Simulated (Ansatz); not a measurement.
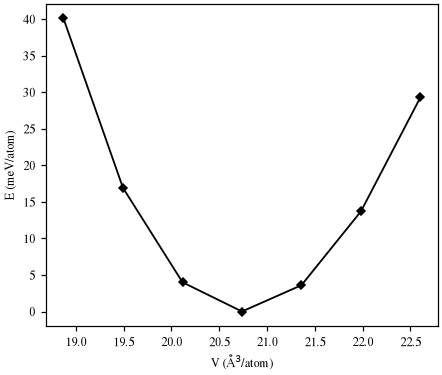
Figure: Ca3SiO in space group Imma (No. 74; Ca on 4e, Ca on 8g, Si on 4e, O on 4b) under volume change, r²SCAN (plane waves, PAW; program Ansatz), shape and atoms relaxed at each volume.

Task: What does a third-order Birch–Murnaghan fit give for V₀, B₀ and B′?

Result: V₀ = 20.74 Å³/atom, B₀ = 64.9 GPa, B′ = 4.2.

The first step of the workflow began from a Materials Project structure, measured or hypothetical; the Crystallography Open Database copy checked does not list it. COD files the formula under space group No. 62. Its standing as an ambient phase is unchecked. Symmetry was held in the r²SCAN relaxation; its stability against distortions is not shown here.

Potentials: the later of the program's two PAW sets.
